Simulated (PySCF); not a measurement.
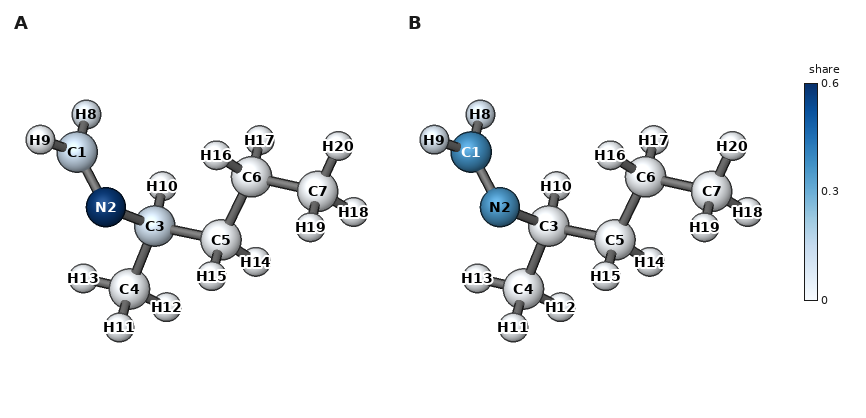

Each panel colours the atoms by their Löwdin share in one orbital (up to four of the largest shares; other atoms are shown as zero). The computed structure is the end point of a GFN2-xTB optimisation. No frequency run is at hand to confirm it as a minimum. Method: PBE0/def2-SVPD (PySCF 2.14.0).

Question: The panels show the HOMO, LUMO, in some order. Which is which?

Answer: A: HOMO, −7.22 eV; N2 0.58, C1 0.13, C3 0.11, H8 0.06
B: LUMO, −0.26 eV; C1 0.38, N2 0.36, H8 0.09, H9 0.07
